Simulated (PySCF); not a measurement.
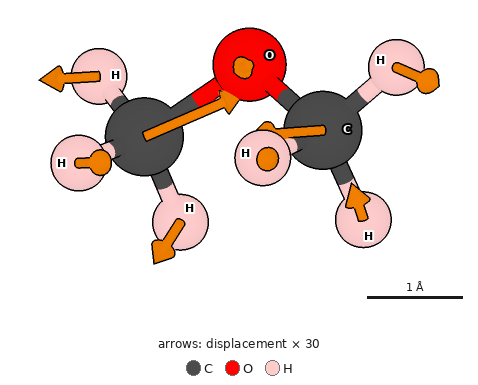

A relaxation of C2H6O. The starting structure is drawn; orange arrows show the displacements, magnified 30 times. The two geometries are superimposed by the best rigid fit.

Style: ball-and-stick. Shown from a free direction.

The start comes from GFN2-xTB. Its atoms were then displaced at random by about 0.01 Å.

These are results of PBE0-D3(BJ)/def2-SVP geometry optimisation, gas phase in PySCF, not measurements. 

**What happened in the run?**

The atom that moves furthest after the best rigid fit is a C atom (0.039 Å). Largest moves by element: C 0.039 Å, H 0.029 Å, O 0.011 Å. Near-neighbour distances that change, for instance: C–O 1.432 → 1.390 Å, C–H 1.059 → 1.099 Å, C–H 1.070 → 1.110 Å, C–O 1.411 → 1.391 Å. Among the angles between lasting bonds that change: H–C–H 111.9° → 108.4°, O–C–H 109.0° → 112.2°, O–C–H 105.4° → 108.1°. After 6 geometry steps the energy has fallen by 2.85 kcal/mol.
